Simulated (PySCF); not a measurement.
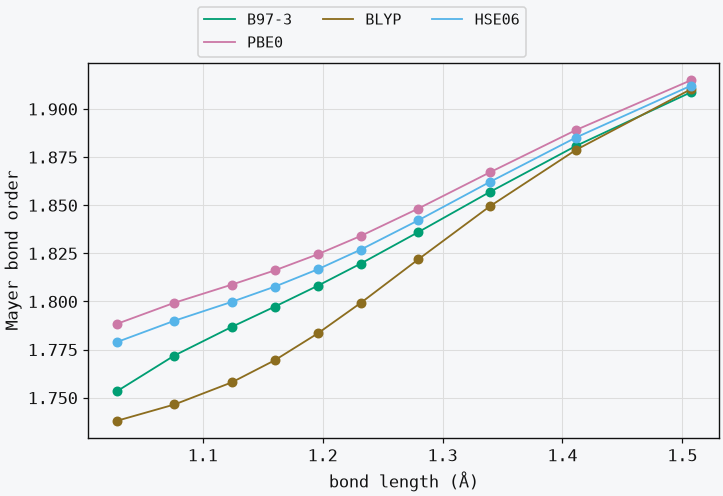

Bond curves of O₂, triplet (excess alpha electrons: πx +1, πy +1), pcseg-2 (non-relativistic), PySCF 2.14.0: Mayer bond order. One reference determinant with the occupation held, the lowest that a PBE0 search over spins and occupations found; no spin-orbit coupling. Straight lines join the computed points. References: UKS for PBE0, B97-3, BLYP and HSE06.

**Order the curves at 1.08 Å, where they differ most.**

BLYP 1.75, B97-3 1.77, HSE06 1.79, PBE0 1.80 , from lowest to highest.

**Give the values at the computed points.**

```
bond length (Å)  B97-3  PBE0  BLYP  HSE06
           1.03   1.75  1.79  1.74   1.78
           1.08   1.77  1.80  1.75   1.79
           1.12   1.79  1.81  1.76   1.80
           1.16   1.80  1.82  1.77   1.81
           1.20   1.81  1.82  1.78   1.82
           1.23   1.82  1.83  1.80   1.83
           1.28   1.84  1.85  1.82   1.84
           1.34   1.86  1.87  1.85   1.86
           1.41   1.88  1.89  1.88   1.89
           1.51   1.91  1.91  1.91   1.91
```

Caveats, for all or some of the runs: lowest determinant of a PBE0 search, another state may lie lower.
